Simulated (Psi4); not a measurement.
## BSiH3ClO (charge −1): interaction calculation (part 1 of 2)

System: BSiH3ClO, charge −1, SMILES [SiH3-].O=BCl.
Method: SAPT0/jun-cc-pVTZ, RHF (Psi4 1.11).

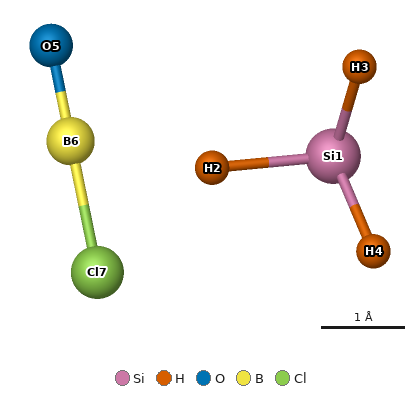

**Figure 1.** The structure as given in the input (ball-and-stick view, seen at a tilt; atoms are numbered from 1 in the order of the input). Bond lengths as drawn: B–Cl 1.64 Å, B–O 1.19 Å and H–Si 1.55 Å.

## Key numbers

- outcome: converged
- SCF energy: −849.833498 hartree
- basis functions: 206
- hardware: 1 thread of AMD EPYC (Zen 3), 24 GiB of memory available, shared host
- wall time: 23 s
- peak memory: 0.56 GiB

## Input (job.py)
```python
import psi4

psi4.set_memory(1600000000)
psi4.set_num_threads(1)
psi4.core.set_output_file('psi4.out', False)

molecule = psi4.geometry("""
-1 1
Si     0.539700    -0.050720    -0.300900
H      0.426600     0.622270     1.085900
H     -0.298500    -1.283720     0.106800
H     -0.667800     0.712180    -0.891800
--
0 1
O      3.261440     0.285710     2.729150
B      2.875600     1.241950     2.128800
Cl     2.344890     2.554110     1.303090
symmetry c1
no_reorient
no_com
""")

psi4.set_options({
    'basis': 'jun-cc-pVTZ',
    'scf_type': 'df',
    'freeze_core': 'true',
})

e, wfn = psi4.energy('sapt0', return_wfn=True)
print(f'total energy {e:.8f} hartree = {e * 27.211386:.5f} eV')
for k, v in sorted(psi4.core.scalar_variables().items()):
    print(f'{k:45s} {v:18.10f}')
```

Run as:
```bash
python job.py
```

## What the program printed
```
=> Loading Basis Set <=

    Name: JUN-CC-PVTZ
    Role: ORBITAL
    Keyword: BASIS

   => Loading Basis Set <=

    Name: JUN-CC-PVTZ
    Role: ORBITAL
    Keyword: BASIS

  //>>>>>>>>>>>>>>>>>>>>>>>>>>>>>>>>>>>//
  //              Dimer HF             //
  //<<<<<<<<<<<<<<<<<<<<<<<<<<<<<<<<<<<//

   => Loading Basis Set <=

    Name: JUN-CC-PVTZ
    Role: ORBITAL
    Keyword: BASIS

         ---------------------------------------------------------
                                   SCF
                              RHF Reference
                        1 Threads,   1525 MiB Core
         ---------------------------------------------------------

  ==> Geometry <==

    Molecular point group: c1
    Full point group: C1

    Geometry (in Angstrom), charge = -1, multiplicity = 1:

       Center              X                  Y                   Z               Mass
    ------------   -----------------  -----------------  -----------------  -----------------
         SI           0.539700000000    -0.050720000000    -0.300900000000    27.976926534650
         H            0.426600000000     0.622270000000     1.085900000000     1.007825032230
         H           -0.298500000000    -1.283720000000     0.106800000000     1.007825032230
         H           -0.667800000000     0.712180000000    -0.891800000000     1.007825032230
         O            3.261440000000     0.285710000000     2.729150000000    15.994914619570
         B            2.875600000000     1.241950000000     2.128800000000    11.009305360000
         CL           2.344890000000     2.554110000000     1.303090000000    34.968852682000

  Running in c1 symmetry.

  Rotational constants: A =      0.16161  B =      0.01984  C =      0.01804 [cm^-1]
  Rotational constants: A =   4844.89241  B =    594.72006  C =    540.79268 [MHz]
  Nuclear repulsion =  158.326351306154550

  Charge       = -1
  Multiplicity = 1
  Electrons    = 48
  Nalpha       = 24
  Nbeta        = 24

  ==> Algorithm <==

  SCF Algorithm Type is DF.
  DIIS enabled.
  MOM disabled.
  Fractional occupation disabled.
  Guess Type is SAD.
  Energy threshold   = 1.00e-08
  Density threshold  = 1.00e-08
  Integral threshold = 1.00e-12

  ==> Primary Basis <==

  Basis Set: JUN-CC-PVTZ
    Blend: JUN-CC-PVTZ
    Number of shells: 74
    Number of basis functions: 206
    Number of Cartesian functions: 233
    Spherical Harmonics?: true
    Max angular momentum: 3

   => Loading Basis Set <=

    Name: (JUN-CC-PVTZ AUX)
    Role: JKFIT
    Keyword: DF_BASIS_SCF

  ==> Integral Setup <==

  DFHelper Memory: AOs need 0.180 GiB; user supplied 1.118 GiB.
  SCF_SUBTYPE=INCORE selected. In-core MEM_DF algorithm will be used.
  Using in-core AOs.

  ==> MemDFJK: Density-Fitted J/K Matrices <==

    J tasked:                   Yes
    K tasked:                   Yes
    wK tasked:                   No
    Memory [MiB]:              1144
    Algorithm:                 Core
    Schwarz Cutoff:           1E-12
    Mask sparsity (%):       3.7704
    Fitting Condition:        1E-10

   => Auxiliary Basis Set <=

  Basis Set: (JUN-CC-PVTZ AUX)
    Blend: JUN-CC-PVTZ-JKFIT
    Number of shells: 170
    Number of basis functions: 554
    Number of Cartesian functions: 667
    Spherical Harmonics?: true
    Max angular momentum: 4

  Minimum eigenvalue in the overlap matrix is 1.7248946760E-04.
  Reciprocal condition number of the overlap matrix is 2.2180057044E-05.
    Using symmetric orthogonalization.

  ==> Pre-Iterations <==

  SCF Guess: Superposition of Atomic Densities via on-the-fly atomic UHF (no occupation information).

   -------------------------
    Irrep   Nso     Nmo
   -------------------------
     A        206     206
   -------------------------
    Total     206     206
   -------------------------

  ==> Iterations <==

                           Total Energy        Delta E     RMS |[F,P]|

   @DF-RHF iter SAD:  -848.57750997834921   -8.48578e+02   0.00000e+00
   @DF-RHF iter   1:  -849.64774498212569   -1.07024e+00   3.05646e-03 ADIIS/DIIS
   @DF-RHF iter   2:  -849.73344486534404   -8.56999e-02   2.56749e-03 ADIIS/DIIS
   @DF-RHF iter   3:  -849.83084703779764   -9.74022e-02   2.44722e-04 ADIIS/DIIS
   @DF-RHF iter   4:  -849.83302377812402   -2.17674e-03   7.85626e-05 DIIS
   @DF-RHF iter   5:  -849.83345573285953   -4.31955e-04   2.11797e-05 DIIS
   @DF-RHF iter   6:  -849.83349544571934   -3.97129e-05   5.80882e-06 DIIS
   @DF-RHF iter   7:  -849.83349758504107   -2.13932e-06   1.63266e-06 DIIS
   @DF-RHF iter   8:  -849.83349775270256   -1.67661e-07   4.55550e-07 DIIS
   @DF-RHF iter   9:  -849.83349776689749   -1.41949e-08   1.14141e-07 DIIS
   @DF-RHF iter  10:  -849.83349776795785   -1.06036e-09   3.67139e-08 DIIS
   @DF-RHF iter  11:  -849.83349776811940   -1.61549e-10   1.17515e-08 DIIS
   @DF-RHF iter  12:  -849.83349776813941   -2.00089e-11   3.61408e-09 DIIS
  Energy and wave function converged.

  ==> Post-Iterations <==

    Orbital Energies [Eh]
    ---------------------

    Doubly Occupied:

       1A   -104.762977     2A    -68.536393     3A    -20.425905
       4A    -10.490892     5A     -7.957746     6A     -7.955892
       7A     -7.955881     8A     -7.557239     9A     -5.883064
      10A     -3.987685    11A     -3.987585    12A     -3.986877
      13A     -1.204650    14A     -1.052022    15A     -0.549154
      16A     -0.495648    17A     -0.478927    18A     -0.441493
      19A     -0.435191    20A     -0.365835    21A     -0.365307
      22A     -0.234119    23A     -0.231245    24A     -0.082745

    Virtual:

      25A      0.118640    26A      0.138959    27A      0.142755
      28A      0.159587    29A      0.175182    30A      0.196501
      31A      0.204525    32A      0.211646    33A      0.219846
      34A      0.241660    35A      0.256014    36A      0.274442
      37A      0.289173    38A      0.291907    39A      0.297348
      40A      0.303085    41A      0.309369    42A      0.316259
      43A      0.319460    44A      0.327462    45A      0.338289
      46A      0.361241    47A      0.382453    48A      0.384900
      49A      0.395641    50A      0.408839    51A      0.427956
      52A      0.431479    53A      0.444806    54A      0.463754
      55A      0.486002    56A      0.492629    57A      0.512685
      58A      0.525065    59A      0.535505    60A      0.557457
      61A      0.567411    62A      0.606397    63A      0.620816
      64A      0.632811    65A      0.640134    66A      0.655636
      67A      0.657631    68A      0.679572    69A      0.692837
      70A      0.706490    71A      0.737888    72A      0.748470
      73A      0.764088    74A      0.785063    75A      0.794163
      76A      0.845376    77A      0.862905    78A      0.876604
      79A      0.906477    80A      0.930835    81A      0.968177
      82A      0.982802    83A      0.994402    84A      0.999937
      85A      1.007917    86A      1.019059    87A      1.028667
      88A      1.034252    89A      1.069140    90A      1.084085
      91A      1.088227    92A      1.127445    93A      1.152220
      94A      1.185628    95A      1.257381    96A      1.272872
      97A      1.309248    98A      1.328244    99A      1.352565
     100A      1.390769   101A      1.404292   102A      1.422112
     103A      1.458939   104A      1.478079   105A      1.500179
     106A      1.512756   107A      1.539690   108A      1.554678
     109A      1.559103   110A      1.562131   111A      1.635358
     112A      1.673210   113A      1.712109   114A      1.740863
     115A      1.751602   116A      1.765991   117A      1.839644
     118A      1.848352   119A      1.870420   120A      1.888629
     121A      1.931814   122A      1.982007   123A      2.040357
     124A      2.043399   125A      2.069264   126A      2.073984
     127A      2.085898   128A      2.105828   129A      2.209031
     130A      2.215383   131A      2.235939   132A      2.250234
     133A      2.291536   134A      2.432093   135A      2.441216
     136A      2.446194   137A      2.496533   138A      2.510122
     139A      2.525930   140A      2.531095   141A      2.659702
     142A      2.685816   143A      2.737370   144A      2.766884
     145A      2.852166   146A      2.899502   147A      2.939874
     148A      2.940440   149A      2.961417   150A      2.981911
     151A      3.001687   152A      3.084394   153A      3.096009
     154A      3.158472   155A      3.242800   156A      3.258154
     157A      3.331790   158A      3.355260   159A      3.379096
     160A      3.695916   161A      3.712224   162A      3.732378
     163A      3.741030   164A      3.781831   165A      3.820026
     166A      3.832406   167A      3.963144   168A      3.995362
     169A      4.001756   170A      4.034141   171A      4.045989
     172A      4.135203   173A      4.204352   174A      4.233150
     175A      4.263723   176A      4.420556   177A      4.431148
     178A      4.463486   179A      4.482318   180A      4.512537
     181A      4.599650   182A      4.602692   183A      4.675010
     184A      4.710707   185A      4.727303   186A      5.014824
     187A      5.052756   188A      5.099503   189A      5.103704
     190A      5.207411   191A      5.700308   192A      5.745331
     193A      5.745787   194A      6.068738   195A      6.069440
     196A      6.622150   197A      6.645002   198A      6.658965
     199A      6.891504   200A      7.279188   201A      7.288074
     202A      7.575498   203A      7.588095   204A      7.845943
     205A     11.935574   206A     12.976271

    Final Occupation by Irrep:
              A
    DOCC [    24 ]
    NA   [    24 ]
    NB   [    24 ]

  @DF-RHF Final Energy:  -849.83349776813941

   => Energetics <=

    Nuclear Repulsion Energy =            158.3263513061545495
    One-Electron Energy =               -1497.4707555708691871
    Two-Electron Energy =                 489.3109064965752850
    Total Energy =                       -849.8334977681394093

Computation Completed

Properties will be evaluated at   0.000000,   0.000000,   0.000000 [a0]

Properties computed using the SCF density matrix

 Multipole Moments:

 ------------------------------------------------------------------------------------
     Multipole            Electronic (a.u.)      Nuclear  (a.u.)        Total (a.u.)
 ------------------------------------------------------------------------------------

 L = 1.  Multiply by 2.5417464519 to convert [e a0] to [Debye]
 Dipole X            :       -166.7659224          165.0652149           -1.7007075
 Dipole Y            :        -96.0557671           96.8597078            0.8039407
 Dipole Z            :        -96.2179590           95.8431863           -0.3747727
 Magnitude           :                                                    1.9181192

 ------------------------------------------------------------------------------------

	total time  =          5 seconds =       0.08 minutes

  //>>>>>>>>>>>>>>>>>>>>>>>>>>>>>>>>>>>//
  //            Monomer A HF           //
  //<<<<<<<<<<<<<<<<<<<<<<<<<<<<<<<<<<<//

  ==> Geometry <==

    Molecular point group: c1
    Full point group: C1

    Geometry (in Angstrom), charge = -1, multiplicity = 1:

       Center              X                  Y                   Z               Mass
    ------------   -----------------  -----------------  -----------------  -----------------
         SI           0.539700000000    -0.050720000000    -0.300900000000    27.976926534650
         H            0.426600000000     0.622270000000     1.085900000000     1.007825032230
         H           -0.298500000000    -1.283720000000     0.106800000000     1.007825032230
         H           -0.667800000000     0.712180000000    -0.891800000000     1.007825032230
      Gh(O)           3.261440000000     0.285710000000     2.729150000000    15.994914619570
      Gh(B)           2.875600000000     1.241950000000     2.128800000000    11.009305360000
      Gh(CL)          2.344890000000     2.554110000000     1.303090000000    34.968852682000

  Running in c1 symmetry.

  Rotational constants: A =      0.16161  B =      0.01984  C =      0.01804 [cm^-1]
  Rotational constants: A =   4844.89241  B =    594.72006  C =    540.79268 [MHz]
  Nuclear repulsion =   15.080998015112073

  Charge       = -1
  Multiplicity = 1
  Electrons    = 18
  Nalpha       = 9
  Nbeta        = 9

  ==> Iterations <==

                           Total Energy        Delta E     RMS |[F,P]|

   @DF-RHF iter SAD:  -290.05876103012554   -2.90059e+02   0.00000e+00
   @DF-RHF iter   1:  -290.59242396078469   -5.33663e-01   1.16137e-03 ADIIS/DIIS
   @DF-RHF iter   2:  -290.64126728354137   -4.88433e-02   4.12272e-04 ADIIS/DIIS
   @DF-RHF iter   3:  -290.64542574319768   -4.15846e-03   9.01777e-05 DIIS
   @DF-RHF iter   4:  -290.64624604596673   -8.20303e-04   2.10947e-05 DIIS
   @DF-RHF iter   5:  -290.64630539960780   -5.93536e-05   3.70878e-06 DIIS
   @DF-RHF iter   6:  -290.64630765821602   -2.25861e-06   7.80720e-07 DIIS
   @DF-RHF iter   7:  -290.64630779347641   -1.35260e-07   1.87095e-07 DIIS
   @DF-RHF iter   8:  -290.64630780156489   -8.08848e-09   5.02124e-08 DIIS
   @DF-RHF iter   9:  -290.64630780215600   -5.91115e-10   1.03578e-08 DIIS
   @DF-RHF iter  10:  -290.64630780217618   -2.01794e-11   1.65882e-09 DIIS
  Energy and wave function converged.

  ==> Post-Iterations <==

    Final Occupation by Irrep:
              A
    DOCC [     9 ]
    NA   [     9 ]
    NB   [     9 ]

  @DF-RHF Final Energy:  -290.64630780217618

   => Energetics <=

    Nuclear Repulsion Energy =             15.0809980151120726
    One-Electron Energy =                -436.8373915842098540
    Two-Electron Energy =                 131.1100857669215713
    Total Energy =                       -290.6463078021762385

Computation Completed

Properties will be evaluated at   0.000000,   0.000000,   0.000000 [a0]

Properties computed using the SCF density matrix

 Multipole Moments:

 ------------------------------------------------------------------------------------
     Multipole            Electronic (a.u.)      Nuclear  (a.u.)        Total (a.u.)
 ------------------------------------------------------------------------------------

 L = 1.  Multiply by 2.5417464519 to convert [e a0] to [Debye]
 Dipole X            :        -14.2751487           13.2585075           -1.0166412
 Dipole Y            :          1.3391207           -1.2459909            0.0931298
 Dipole Z            :          7.9559213           -7.3920417            0.5638796
 Magnitude           :                                                    1.1662730

 ------------------------------------------------------------------------------------

	total time  =          3 seconds =       0.05 minutes

  //>>>>>>>>>>>>>>>>>>>>>>>>>>>>>>>>>>>//
  //            Monomer B HF           //
  //<<<<<<<<<<<<<<<<<<<<<<<<<<<<<<<<<<<//

  ==> Geometry <==

    Molecular point group: c1
    Full point group: C1

    Geometry (in Angstrom), charge = 0, multiplicity = 1:
```
